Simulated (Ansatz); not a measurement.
# Calculations on CH6O2S2Si

**1. Relaxation**

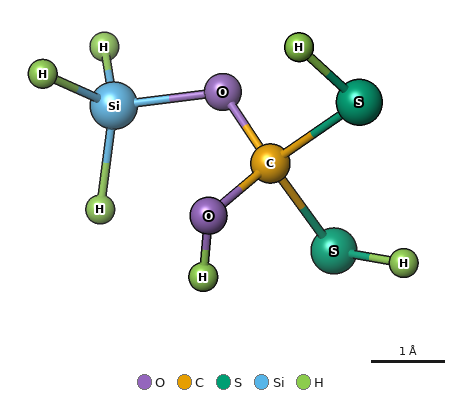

Starting structure of CH6O2S2Si. Style: ball-and-stick. Shown at a tilt.

The run prepares an end point of a later path (torsion) calculation, from a guessed geometry.

Method: RKS PBE0-D4/6-31G* (Ansatz).

The input:
```yaml
crystal:
  periodic: [false, false, false]
  atoms:
    - { symbol: O, position_ang: [-1.2915, -0.1857, -0.5936] }
    - { symbol: C, position_ang: [-0.51, -0.217, 0.5332] }
    - { symbol: S, position_ang: [-0.2009, -1.9672, 0.877] }
    - { symbol: S, position_ang: [-1.3857, 0.4452, 1.9475] }
    - { symbol: O, position_ang: [0.6847, 0.5366, 0.4033] }
    - { symbol: Si, position_ang: [1.5126, 0.6796, -1.0052] }
    - { symbol: H, position_ang: [-1.2283, -1.0218, -0.9972] }
    - { symbol: H, position_ang: [-1.23, -2.1213, 1.6296] }
    - { symbol: H, position_ang: [-1.5831, 1.6783, 1.4744] }
    - { symbol: H, position_ang: [0.993, 1.8077, -1.7669] }
    - { symbol: H, position_ang: [1.3467, -0.5869, -1.7655] }
    - { symbol: H, position_ang: [2.9693, 0.8973, -0.7028] }
basis:
  gaussian: { orbitals: "6-31G*" }
hamiltonian:
  xc: pbe0
  dispersion: d4
relax:
  f_tol: 0.015
  max_steps: 40
```

Run as
```bash
ansatz run input.yaml --threads 2 --pin off --max-ram 3072MiB --backend cpu --events-out ev --progress --plain --runs-dir out
```

Q: What does the optimiser find from here?

A: The energy falls by 0.507 eV in 15 accepted moves (18 points after the start). Largest force component: 2.6 eV/Å at the start, 0.008 eV/Å at the end. The line search rejected the trial steps at points 4, 11, 15 of the run. The atom that moves furthest after the best rigid fit is H10 (0.97 Å). Largest moves by element: H 0.97 Å, O 0.86 Å, S 0.66 Å, C 0.28 Å, Si 0.14 Å. Near-neighbour distances that change, for instance: S3–H8 1.284 → 1.345 Å, C2–S4 1.790 → 1.836 Å, O5–Si6 1.640 → 1.684 Å, O1–H7 0.931 → 0.973 Å. Bond angles that change, for instance: S3–C2–O5 112.8° → 103.5°, O1–C2–S3 106.0° → 113.0°, S4–C2–O5 106.7° → 113.6°. Groups turn about C2–O5 by about 75°, O5–Si6 by about 40°, O1–C2 by about 40°. Cost: 61 s on 2 threads of INTEL(R) XEON(R) PLATINUM 8581C CPU @ 2.10GHz (Emerald Rapids), with other jobs on the host, peak memory 0.31 GiB.

History of the run:

```tsv
step	E − E(0), eV	largest force component, eV/Å	note
0	0.0000	2.6346	
1	-0.3337	0.8393	
2	-0.3676	1.1351	
3	-0.4193	0.3586	
4	-0.3233	1.1498	rejected
5	-0.4355	0.1545	
6	-0.4441	0.2298	
7	-0.4503	0.2283	
8	-0.4577	0.4182	
9	-0.4670	0.3215	
10	-0.4859	0.2455	
11	-0.4513	0.8416	rejected
12	-0.4958	0.1216	
13	-0.5019	0.0730	
14	-0.5042	0.1054	
15	-0.4709	0.5565	rejected
16	-0.5065	0.0201	
17	-0.5067	0.0134	
18	-0.5068	0.0080
```

The structure at the end:

```xyz
12

O    -1.1908   -0.4669   -0.5232
C    -0.3765   -0.4519    0.6040
S    -0.3720   -2.0512    1.5077
S    -1.0418    0.8520    1.7126
O     0.9517   -0.2674    0.2685
Si    1.4057    0.7667   -0.9800
H    -0.9441   -1.2571   -1.0337
H    -1.6949   -2.0485    1.7524
H    -1.3653    1.6962    0.7132
H     0.7039    2.0739   -0.8796
H     1.1352    0.1599   -2.3112
H     2.8656    0.9390   -0.7969
```

After the run, drawn alike:

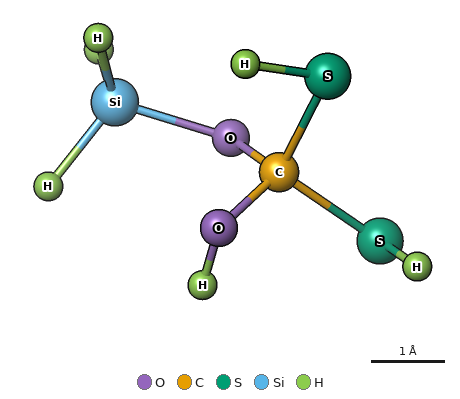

**2. Relaxation**

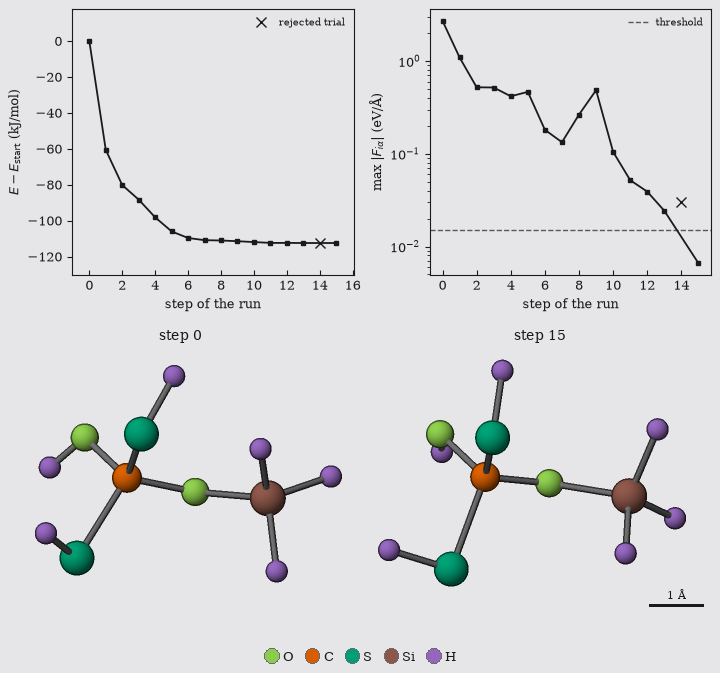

First and last geometry of a relaxation of CH6O2S2Si, with the history of the run. The picture is a ball-and-stick view, seen face on.

The run prepares an end point of a later path (torsion) calculation, from a guessed geometry.

All numbers below come from RKS PBE0-D4/6-31G* (Ansatz).

Input file:
```yaml
crystal:
  periodic: [false, false, false]
  atoms:
    - { symbol: O, position_ang: [-1.2915, -0.1857, -0.5936] }
    - { symbol: C, position_ang: [-0.51, -0.217, 0.5332] }
    - { symbol: S, position_ang: [-0.2009, -1.9672, 0.877] }
    - { symbol: S, position_ang: [-1.3857, 0.4452, 1.9475] }
    - { symbol: O, position_ang: [0.6847, 0.5366, 0.4033] }
    - { symbol: Si, position_ang: [1.37661, 1.35228, 1.64655] }
    - { symbol: H, position_ang: [-1.2283, -1.0218, -0.9972] }
    - { symbol: H, position_ang: [-1.23, -2.1213, 1.6296] }
    - { symbol: H, position_ang: [-1.5831, 1.6783, 1.4744] }
    - { symbol: H, position_ang: [2.28609, 0.47011, 2.36586] }
    - { symbol: H, position_ang: [0.29102, 1.82935, 2.54293] }
    - { symbol: H, position_ang: [2.13475, 2.53166, 1.10333] }
basis:
  gaussian: { orbitals: "6-31G*" }
hamiltonian:
  xc: pbe0
  dispersion: d4
relax:
  f_tol: 0.015
  max_steps: 40
```

Run as
```bash
ansatz run input.yaml --threads 2 --pin off --max-ram 3072MiB --backend cpu --events-out ev --progress --plain --runs-dir out
```

> What do the curves and the structures tell?

It converged. The atom that moves furthest after the best rigid fit is H11 (1.03 Å). Largest moves by element: H 1.03 Å, S 0.36 Å, O 0.32 Å, C 0.21 Å, Si 0.10 Å. Some distances before and after: S4–Si6 2.923 → 3.219 Å, S3–H8 1.284 → 1.346 Å, O5–Si6 1.640 → 1.687 Å, C2–S4 1.790 → 1.834 Å. Among the angles between lasting bonds that change: S4–C2–O5 106.7° → 114.2°, S3–C2–O5 112.8° → 105.7°, O1–C2–S3 106.0° → 112.9°. Groups turn about O1–C2 by about 55°, O5–Si6 by about 45°, C2–S3 by about 35°. After 14 accepted moves (15 points after the start) the energy has fallen by 112.4 kJ/mol. The largest force component goes from 2.7 to 0.0066 eV/Å. The line search rejected the trial step at point 14 of the run. Cost: 53 s on 2 threads of INTEL(R) XEON(R) PLATINUM 8581C CPU @ 2.10GHz (Emerald Rapids) (shared host), peak memory 0.31 GiB.

**3. Path**

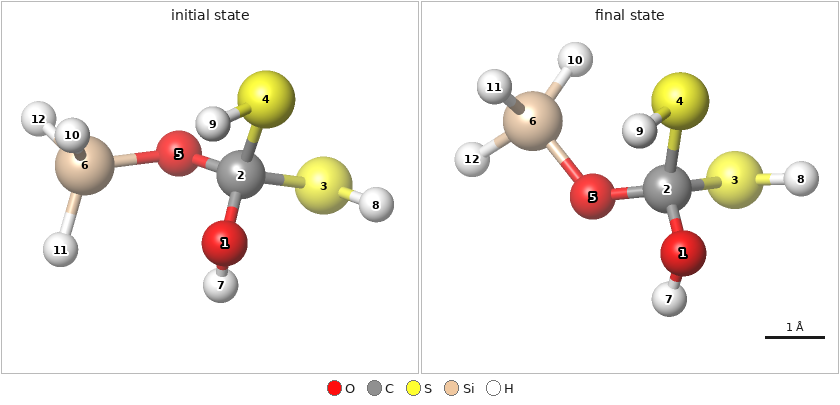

The two relaxed end points of a path for CH₆O₂S₂Si. A ball-and-stick model, seen from a free direction.

Method: RKS PBE0-D4/6-31G* (Ansatz).

Input file:
```yaml
crystal:
  periodic: [false, false, false]
  atoms:
    - { symbol: O, position_ang: [-1.166599, -0.507774, -0.539917] }
    - { symbol: C, position_ang: [-0.378991, -0.448857, 0.604618] }
    - { symbol: S, position_ang: [-0.355638, -2.028345, 1.542159] }
    - { symbol: S, position_ang: [-1.101667, 0.860613, 1.669974] }
    - { symbol: O, position_ang: [0.951569, -0.237849, 0.295211] }
    - { symbol: Si, position_ang: [1.408357, 0.78121, -0.964643] }
    - { symbol: H, position_ang: [-0.888735, -1.301978, -1.027796] }
    - { symbol: H, position_ang: [-1.683544, -2.053974, 1.757033] }
    - { symbol: H, position_ang: [-1.422934, 1.675425, 0.645735] }
    - { symbol: H, position_ang: [0.672333, 2.07206, -0.90787] }
    - { symbol: H, position_ang: [1.183644, 0.140231, -2.288228] }
    - { symbol: H, position_ang: [2.859006, 0.994039, -0.752475] }
basis:
  gaussian: { orbitals: "6-31G*" }
hamiltonian:
  xc: pbe0
  dispersion: d4
neb:
  order_check: false
  images: 7
  f_tol: 0.03
  max_iterations: 58
  initial_path: idpp
  final_atoms:
    - { symbol: O, position_ang: [-1.63718346, -1.17418529, -0.41292765] }
    - { symbol: C, position_ang: [-0.601605, -0.51862583, 0.20848103] }
    - { symbol: S, position_ang: [0.09202644, -1.46539067, 1.64396797] }
    - { symbol: S, position_ang: [-1.26948203, 1.06363372, 0.85328669] }
    - { symbol: O, position_ang: [0.44449556, -0.37014232, -0.68161751] }
    - { symbol: Si, position_ang: [1.5648443, 0.89060426, -0.66355409] }
    - { symbol: H, position_ang: [-1.24293363, -1.94696489, -0.85076024] }
    - { symbol: H, position_ang: [-1.07511704, -1.56336095, 2.30626791] }
    - { symbol: H, position_ang: [-1.9227231, 1.3705337, -0.28598858] }
    - { symbol: H, position_ang: [2.08597759, 1.13253609, 0.7048738] }
    - { symbol: H, position_ang: [0.99659011, 2.13772214, -1.23612175] }
    - { symbol: H, position_ang: [2.64191126, 0.38844106, -1.55210658] }
```

Run as
```bash
ansatz run input.yaml --threads 2 --pin off --max-ram 3072MiB --backend cpu --events-out ev --progress --plain --runs-dir out
```

Q: What barrier does the band find between them, and by what path?

A: The energy climbs by 0.033 eV to image 3 and then falls by 0.062 eV, so the end point sits at −0.029 eV. The motion is a rotation about the C2–O5 bond by about 115°. No bond forms or breaks between the ends. Bond angles that change up to the highest image, for instance: C2–O5–Si6 121.4° → 125.4°. The band converged in 10 iterations. The largest component of the band force went from 1.4 to 0.016 eV/Å. The climbing image converged on the top of the path. Its vibrational analysis gives one imaginary mode (89i cm⁻¹), as a transition state must have.

Energies of the converged images:

```json
{"image": "0", "path (Å)": "0.00", "E (eV)": "0.000"}
{"image": "1", "path (Å)": "0.55", "E (eV)": "0.009"}
{"image": "2", "path (Å)": "1.09", "E (eV)": "0.025"}
{"image": "3", "path (Å)": "1.64", "E (eV)": "0.033"}
{"image": "4", "path (Å)": "2.29", "E (eV)": "0.022"}
{"image": "5", "path (Å)": "2.94", "E (eV)": "0.003"}
{"image": "6", "path (Å)": "3.59", "E (eV)": "-0.005"}
{"image": "7", "path (Å)": "4.23", "E (eV)": "-0.018"}
{"image": "8", "path (Å)": "4.88", "E (eV)": "-0.029"}
```

The geometry at the top of the path:

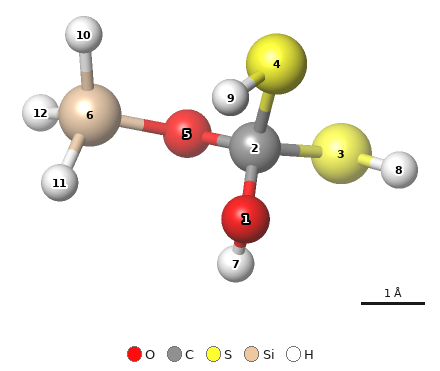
